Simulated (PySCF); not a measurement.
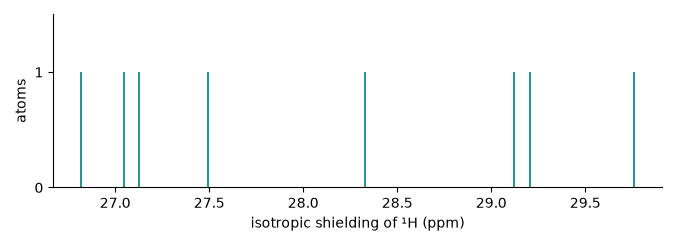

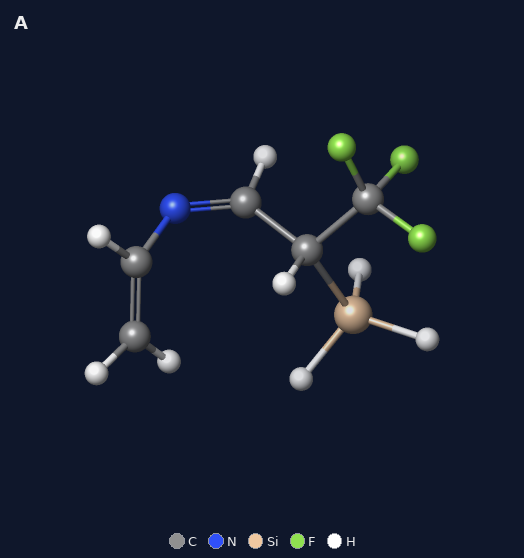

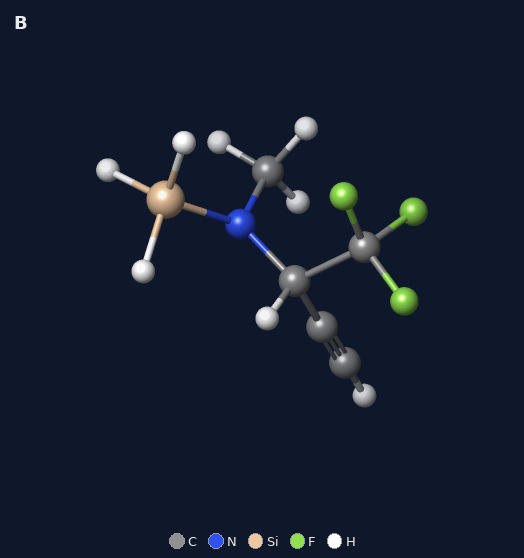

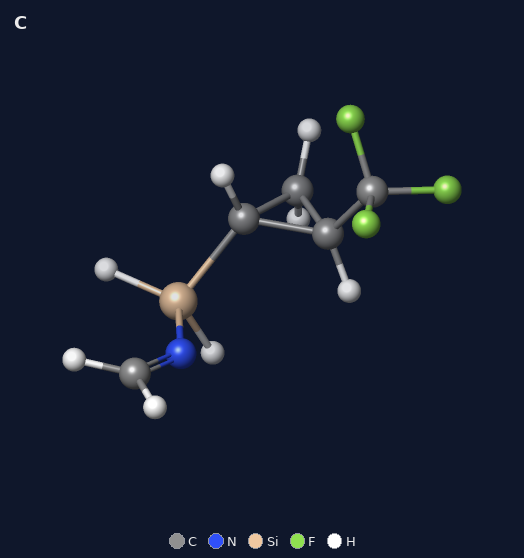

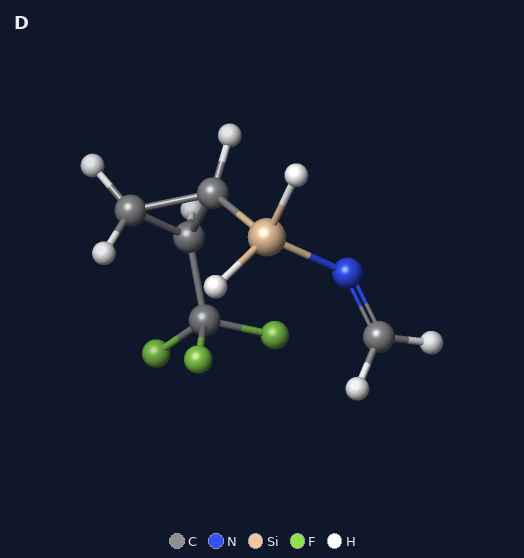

The sticks are computed shieldings of one of the molecules, for one fixed geometry (GFN2-xTB) without averaging over rotations. Low shielding means a high chemical shift. Method: GIAO PBE0/pcSseg-1 NMR shielding, non-relativistic, gas phase (PySCF 2.14.0).

**Match the spectrum to a structure.**

B, `C#C[C@H](N(C)[SiH3])C(F)(F)F`. Its 8 H atoms give lines at 26.82, 27.05, 27.12, 27.50, 28.33, 29.12, 29.20, 29.76 ppm.

The geometry is semi-empirical. Around Si such bond lengths and angles can be off by a tenth of an ångström or more and by several degrees, and values that hang on the shape move with them.
